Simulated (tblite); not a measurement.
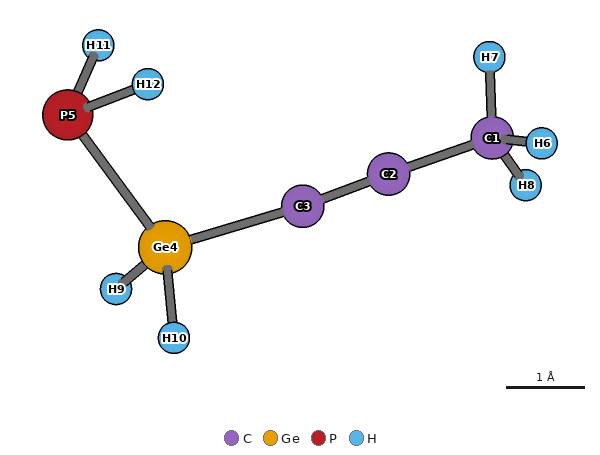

The structure as given in the input (ball-and-stick view, seen at a tilt; atoms are numbered from 1 in the order of the input). Sticks mark near contacts. Bond lengths as drawn: C–C 1.21 to 1.45 Å, C–Ge 1.90 Å, C–H 1.09 Å, Ge–H 1.51 Å, Ge–P 2.30 Å and H–P 1.39 Å.

## Run report: C$_{3}$H$_{7}$GeP, molecular dynamics

- system: C$_{3}$H$_{7}$GeP
- method: GFN2-xTB Langevin dynamics, gas phase (tblite 0.8.0)

### What the program printed
```
t/fs     T/K   E - E0/eV
     0.0    193.0     0.0000
   525.0    172.8     0.3362
  1050.0    299.2     0.2303
  1575.0    160.0     0.4343
  2100.0    174.1     0.3398
  2625.0    244.1     0.3048
  3150.0    327.0     0.3200
  3675.0    274.9     0.4648
  4200.0    217.8     0.3539
  4725.0    174.8     0.2593
  5250.0    218.2     0.2990
  5775.0    250.6     0.2561
  6300.0    222.7     0.2049
  6825.0    180.5     0.2919
  7350.0    195.0     0.2655
  7875.0    200.3     0.1773
  8400.0    207.9     0.2085
  8925.0    251.1     0.2168
  9450.0    138.5     0.1916
  9975.0    212.5     0.3609
 10500.0    301.8     0.1861
 11025.0    224.5     0.2217
 11550.0    218.1     0.1644
 12075.0    147.8     0.1916
 12600.0    209.9     0.1800
```

### Trajectory as extended XYZ (Å, eV, eV/Å), 9 of the 25 frames kept, from step=0 to step=8400
```
12
Properties=species:S:1:pos:R:3:forces:R:3 step=0 time_fs=0.0 energy=-390.91870 temperature=193.0
C     2.6597    0.4464    0.1974    0.0010   0.0000   0.0010
C     1.3094    0.0169   -0.0919    0.0000   0.0010   0.0010
C     0.1937   -0.3610   -0.3511    0.0020   0.0030   0.0010
Ge   -1.6087   -0.8643   -0.6713    0.0000   0.0010  -0.0010
P    -3.1197    0.3536    0.5600    0.0010   0.0000   0.0000
H     3.0350   -0.0763    1.0770    0.0030   0.0000  -0.0010
H     2.6761    1.5192    0.3887    0.0010   0.0000   0.0000
H     3.3102    0.2275   -0.6491   -0.0010   0.0000   0.0000
H    -1.8562   -0.7080   -2.1503   -0.0010  -0.0020   0.0000
H    -1.7160   -2.3378   -0.3712   -0.0030   0.0000   0.0000
H    -2.5071    1.5566    0.2351   -0.0020  -0.0010   0.0000
H    -2.3715    0.2245    1.7224   -0.0020  -0.0020   0.0000
12
Properties=species:S:1:pos:R:3:forces:R:3 step=1050 time_fs=1575.0 energy=-390.48437 temperature=160.0
C     1.8982    1.0996    2.3668   -1.1950   0.6910  -0.6710
C     1.0301    0.3454    1.4878   -0.0570  -0.1580  -0.3120
C     0.3187   -0.2373    0.7091   -0.1070  -0.2180  -0.3580
Ge   -0.4177   -1.3242   -0.6865   -0.1570  -0.4070  -1.0830
P    -2.5958   -1.4477   -1.6645    0.4690   0.0830   0.3510
H     2.8097    0.5224    2.4679    0.1620   0.4140   0.2760
H     1.3186    1.2234    3.2973    0.7410   0.1260  -0.1180
H     2.0090    2.0913    1.8346    0.3740  -0.9040   0.9120
H     0.5884   -1.2474   -1.9639   -0.6110   0.1620   0.8410
H    -0.1994   -2.7753   -0.2639    0.0110   0.1210   0.1470
H    -2.7208   -0.1241   -2.0531    0.1000   0.0930   0.0280
H    -3.4008   -1.2437   -0.5402    0.2700  -0.0030  -0.0120
12
Properties=species:S:1:pos:R:3:forces:R:3 step=2100 time_fs=3150.0 energy=-390.59875 temperature=327.0
C     2.0282    0.0250    4.4689   -0.0900   2.4060  -0.7070
C     1.3079    0.2994    3.2182   -0.0130  -0.9700  -0.2140
C     0.6482    0.4171    2.2063    0.1250  -0.0780   0.3230
Ge   -0.5073    0.4314    0.6724    0.2580   0.1850   0.3430
P    -1.2035   -1.6497    0.0833    0.3610  -0.9340   0.6980
H     2.8713   -0.6069    4.4842    0.5970  -1.2180  -0.7720
H     1.3360   -0.2880    5.2133   -0.5350  -0.0970   0.5970
H     2.4924    1.0003    4.7218   -0.4650  -0.1440   0.3810
H    -1.5269    1.5335    0.8503   -0.0070   0.0040   0.0630
H     0.3097    0.7987   -0.5404    0.0960   0.1420   0.0330
H    -2.0346   -1.1772   -0.8618   -0.6030   0.3640  -0.6440
H    -2.2507   -1.9339    0.9732    0.2750   0.3420  -0.1000
12
Properties=species:S:1:pos:R:3:forces:R:3 step=3150 time_fs=4725.0 energy=-390.65937 temperature=174.8
C     1.6337    2.1532    4.9596   -1.3940   0.0290  -0.3170
C     1.4256    1.3451    3.7626    0.3270  -1.2310  -1.0640
C     1.4118    0.5727    2.8073   -0.3730   1.4270   0.6120
Ge    0.9125    0.0179    1.0152   -0.0440  -0.6850   0.6460
P    -1.0467   -1.3144    1.0381    0.8280   0.3990  -0.1660
H     0.6230    2.2979    5.4462    1.0530  -0.1660  -0.2780
H     1.9722    3.1345    4.6108    0.1760  -0.1690   0.3480
H     2.3225    1.6726    5.6509   -0.0230   0.1840  -0.0770
H     0.6994    1.2257    0.1273    0.1020   0.1050   0.1070
H     2.1046   -0.7422    0.4148   -0.1980   0.1530   0.1390
H    -0.7694   -1.6206   -0.2961   -0.1710  -0.0600   0.0830
H    -1.7313   -0.1695    0.6769   -0.2830   0.0150  -0.0330
12
Properties=species:S:1:pos:R:3:forces:R:3 step=4200 time_fs=6300.0 energy=-390.71383 temperature=222.7
C    -1.5165    1.1725    4.3875    0.5000   0.6850   1.9570
C    -0.7715    0.9759    3.2079   -0.1100  -0.0320  -0.1020
C    -0.2416    0.7296    2.1671    0.9540  -0.4640  -2.0600
Ge    0.4034    0.0479    0.4579    0.1470   0.1050   0.9690
P    -0.2883   -2.1185    0.2667    0.4760  -0.4270   0.3730
H    -1.8233    2.2088    4.5142   -0.3930   0.1000  -0.3530
H    -0.8631    1.0285    5.2830   -0.4390  -0.4110  -0.5000
H    -2.3552    0.4959    4.3847   -0.2930  -0.0990   0.2580
H    -0.1844    0.8001   -0.6753   -0.1420   0.3650  -0.1880
H     1.9084    0.2110    0.3912   -0.1190   0.0360   0.0150
H    -1.3360   -1.8439    1.1052   -0.4330  -0.0070   0.0920
H     0.4693   -2.5597    1.3793   -0.1480   0.1470  -0.4600
12
Properties=species:S:1:pos:R:3:forces:R:3 step=5250 time_fs=7875.0 energy=-390.74141 temperature=200.3
C    -1.0240    0.4131    4.2468   -0.8530   0.5530  -1.6850
C    -0.4329    0.6029    2.9109   -0.3560  -0.2260   1.6110
C     0.1936    0.7398    1.8995    0.1140   0.1390  -0.4130
Ge    1.2459    1.1840    0.4162   -0.0440   0.0660  -0.7070
P     1.9500   -0.7002   -0.7165    0.5170  -0.1900   1.0110
H    -0.9119   -0.6165    4.5262    0.0260  -0.3130   0.3530
H    -2.0948    0.6881    4.1715    0.3830  -0.3360   0.1280
H    -0.5747    1.1085    4.9245    0.4150   0.1220   0.4740
H     0.4201    2.0592   -0.4961   -0.1230  -0.0430  -0.0270
H     2.2456    2.1555    0.9447    0.3650   0.0610   0.1330
H     1.9634   -1.4116    0.5387    0.0230   0.2770  -0.7850
H     3.3229   -0.3701   -0.5815   -0.4660  -0.1100  -0.0920
12
Properties=species:S:1:pos:R:3:forces:R:3 step=6300 time_fs=9450.0 energy=-390.72708 temperature=138.5
C    -2.3926   -0.7499    3.3294    0.8780  -0.1870   0.5970
C    -1.1986   -0.2335    2.6439    0.6220  -0.0640  -0.2300
C    -0.1893    0.1083    2.0489   -1.0230  -0.3400   0.7980
Ge    1.4711    0.5651    1.2136   -0.5610  -0.0390   0.2060
P     1.2701    0.4898   -1.0859   -0.7380  -0.1850  -0.4070
H    -2.4334   -0.4410    4.4011    0.2370  -0.0710  -0.7630
H    -2.3770   -1.8589    3.3156   -0.0270   0.5990  -0.1250
H    -3.2733   -0.3779    2.8448   -0.4620   0.0760  -0.2820
H     1.6970    2.0323    1.5233    0.1400  -0.0990   0.1280
H     2.4998   -0.2811    1.9748   -0.1260   0.2250  -0.3610
H     0.3894    1.5925   -1.0920    0.3590  -0.1640   0.1240
H     0.1307   -0.3715   -1.2017    0.7010   0.2500   0.3150
12
Properties=species:S:1:pos:R:3:forces:R:3 step=7350 time_fs=11025.0 energy=-390.69699 temperature=224.5
C    -3.1807    0.7780    1.4599    1.0770   1.1850   1.8270
C    -1.8139    0.2785    1.5265   -1.7100  -0.0320  -0.1230
C    -0.7467   -0.2539    1.6015    0.8800  -0.4050   0.1740
Ge    1.0093   -0.9121    1.4581    0.1490  -0.5720  -0.3210
P     1.7225   -0.4490   -0.7032    0.4240  -1.3700  -0.0040
H    -3.7016    0.4623    0.6031   -0.6490  -0.6930  -0.7000
H    -3.0515    1.8550    1.3993   -0.1880   0.4570  -0.2300
H    -3.7055    0.6446    2.4339    0.1850  -0.4520  -0.8300
H     1.8182   -0.3330    2.5710    0.1760   0.1660   0.0790
H     1.0020   -2.4330    1.7421   -0.0610   0.4780  -0.1580
H     1.6978    0.8792   -0.5370   -0.2390   1.0800   0.1490
H     0.4542   -0.5468   -1.2534   -0.0450   0.1580   0.1380
12
Properties=species:S:1:pos:R:3:forces:R:3 step=8400 time_fs=12600.0 energy=-390.73867 temperature=209.9
C    -4.6923    0.8332    1.0666   -1.4460  -0.2540   1.0250
C    -3.4309    0.2507    1.4623   -1.3410   0.7820  -0.4260
C    -2.3536   -0.1885    1.7360    0.5040  -0.5460   0.2910
Ge   -0.7604   -1.0117    2.2785    0.4370   0.4450   0.8230
P    -0.0951   -2.7008    0.9237   -0.4170  -0.2500  -0.3740
H    -5.0606    1.6658    1.7000    0.6740  -0.3480  -0.0090
H    -5.5172    0.0905    1.1158    0.5570  -0.0010   0.1090
H    -4.7179    1.1907    0.0707    0.4530   0.3410  -1.0770
H     0.1376    0.2163    2.3965    0.1760  -0.1760  -0.0830
H    -0.8693   -1.4578    3.7533   -0.1250   0.0190  -0.4310
H     1.1693   -2.6889    1.4574    0.3690   0.1040  -0.0510
H     0.1738   -1.8311   -0.1379    0.1600  -0.1160   0.2040
```

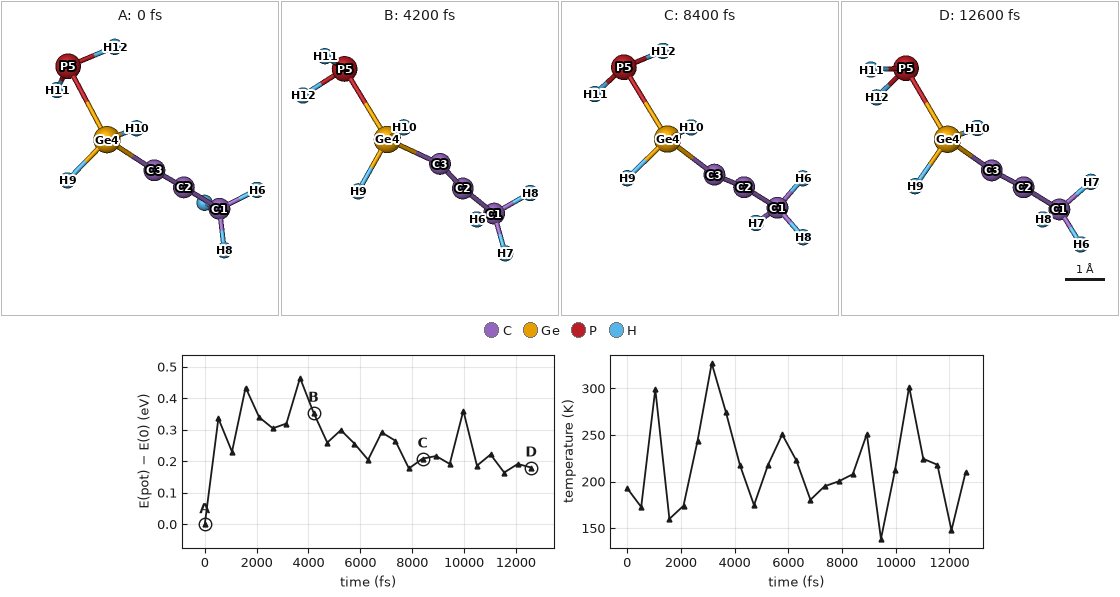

Frames of the molecular dynamics (ball-and-stick, seen at a tilt) above the curves, on which the letters mark them. The trajectory kept here has 25 frames over 12600 fs. The temperature starts at 193 K, ranges from 138 to 327 K and averages 209 K over the second half. The potential energy ends 0.180 eV above its first value. After an unweighted best fit of the last frame on the first, the root-mean-square displacement is 1.18 Å, and H11 has moved furthest (2.09 Å).

The run was set up as follows.

### Input file
```
{"job": {"dt": 1.5, "steps": 8000, "equilibration": 400, "friction": 0.005, "h_mass": 4.0, "temperature": 220, "xc": "GFN2-xTB", "basis": "xTB", "kind": "md"}, "charge": 0, "multiplicity": 1}
C      2.659740     0.446351     0.197402
C      1.309355     0.016906    -0.091861
C      0.193685    -0.361023    -0.351102
Ge    -1.608685    -0.864304    -0.671293
P     -3.119724     0.353613     0.559999
H      3.034979    -0.076275     1.076990
H      2.676068     1.519250     0.388738
H      3.310154     0.227473    -0.649060
H     -1.856204    -0.708005    -2.150250
H     -1.715982    -2.337805    -0.371207
H     -2.507100     1.556565     0.235142
H     -2.371494     0.224511     1.722394
```

The first line tells a small driver script what to run in tblite; the rest is the geometry in Å.

Launch command:
```bash
OMP_NUM_THREADS=1 python <driver script> task.json out
```

### Key numbers

```json
{"quantity": "outcome", "value": "finished"}
{"quantity": "mean temperature over the second half", "value": "209 K"}
{"quantity": "trajectory", "value": "25 frames kept, 12600 fs"}
{"quantity": "hardware", "value": "1 CPU thread, shared host"}
{"quantity": "wall time", "value": "65 s"}
{"quantity": "peak memory", "value": "0.54 GiB"}
```
